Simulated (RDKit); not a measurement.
## Run report: B$_{2}$H$_{2}$F$_{2}$, property calculation

The run: property calculation of B$_{2}$H$_{2}$F$_{2}$, SMILES BB(F)F. Method and program: EHT (RDKit 2026.09.1).

The geometry comes from this level: GFN2-xTB.

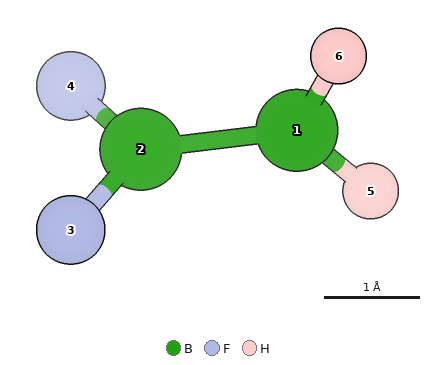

Fig. 1: The structure (ball-and-stick view, seen at an oblique angle; atoms are numbered from 1 in the order of the input). Bond lengths as drawn: B–B 1.67 Å, B–F 1.33 Å and B–H 1.17 Å.

Input file (run.py):
```python
import json
import numpy as np
from rdkit import Chem
from rdkit.Chem import AllChem
from rdkit.Chem import rdDetermineBonds
from rdkit.Chem import rdEHTTools

mol = Chem.MolFromXYZFile("mol.xyz")
symbols = [a.GetSymbol() for a in mol.GetAtoms()]
start = mol.GetConformer().GetPositions().copy()

ok, res = rdEHTTools.RunMol(mol, keepOverlapAndHamiltonianMatrices=True)
if not ok:
    raise RuntimeError("the extended Hueckel run failed")
eps = np.array(res.GetOrbitalEnergies())
nel = res.numElectrons
homo = (nel + 1) // 2 - 1
print(f"{res.numOrbitals} orbitals, {nel} valence electrons, sum of one-electron energies {res.totalEnergy:.4f} eV")
for i in range(max(0, homo - 3), min(len(eps), homo + 6)):
    print(f"{i + 1:4d} {eps[i]:10.4f} eV", "(HOMO)" if i == homo else "(LUMO)" if i == homo + 1 else "")
q = np.array(res.GetAtomicCharges())
print("Mulliken charges:", " ".join(f"{a}{i + 1}={c:+.3f}" for i, (a, c) in enumerate(zip(symbols, q))))
op = res.GetReducedOverlapPopulationMatrix()
pairs = [(k, i, op[i * (i + 1) // 2 + k]) for i in range(len(symbols)) for k in range(i) if abs(op[i * (i + 1) // 2 + k]) > 0.1]
print("reduced overlap populations above 0.1")
for k, i, p in pairs:
    print(f"  {symbols[k]}{k + 1}-{symbols[i]}{i + 1} {p:7.3f}")
json.dump(dict(symbols=symbols, start=start.tolist(), energy=res.totalEnergy * 23.060548, homo=eps[homo], lumo=eps[homo + 1] if homo + 1 < len(eps) else None, orbital_energies=eps.round(4).tolist(), charges_mulliken=q.tolist(), bond_orders=[[k + 1, i + 1, round(p, 4)] for k, i, p in pairs], nel=nel), open("results.json", "w"))
```

File mol.xyz:
```
6

B     -0.384060     0.723310    -0.312960
B      0.345050    -0.650110     0.286370
F      0.646000    -1.713150    -0.448520
F      0.700630    -0.821130     1.551970
H     -1.545580     0.840870    -0.348270
H      0.237960     1.620200    -0.728600
```

Hardware: 1 thread of Arm Neoverse V2, 24 GiB of memory available, shared host.

Launched with:
```bash
python run.py
```

Output:
```
18 orbitals, 22 valence electrons, sum of one-electron energies -476.7651 eV
   8   -18.0293 eV
   9   -17.6841 eV
  10   -14.5817 eV
  11   -12.6483 eV (HOMO)
  12    -8.3690 eV (LUMO)
  13    -6.3544 eV
  14    12.7633 eV
  15    15.2535 eV
  16    27.7321 eV
Mulliken charges: B1=+0.419 B2=+1.239 F3=-0.625 F4=-0.624 H5=-0.205 H6=-0.204
reduced overlap populations above 0.1
  B1-B2   0.902
  B2-F3   0.531
  B2-F4   0.532
  B1-H5   0.790
  B1-H6   0.789
```

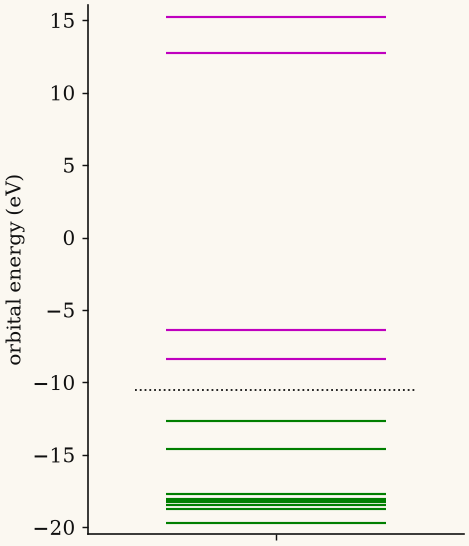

Fig. 2: Orbital energies near the frontier; the dotted line parts filled from empty levels, and levels within 0.02 eV of each other stand side by side. Highest filled −12.65 eV, lowest empty −8.37 eV, 4.28 eV apart.

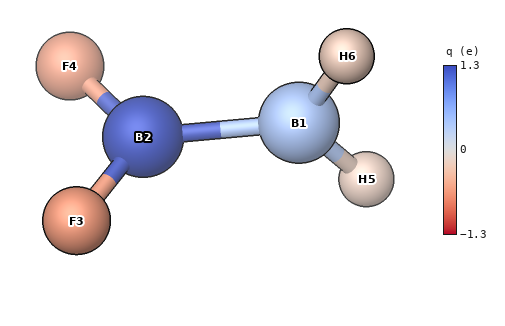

Fig. 3: Mulliken charges, as the colour of each atom (ball-and-stick view, seen at a tilt; atoms are numbered from 1 in the order of the input). By element: B +0.42 to +1.24, F −0.62 and H −0.20 e.

Summary:

- outcome: converged
- total energy: −17.520793 hartree
- HOMO: −12.65 eV
- LUMO: −8.37 eV
- peak memory: 0.073 GiB
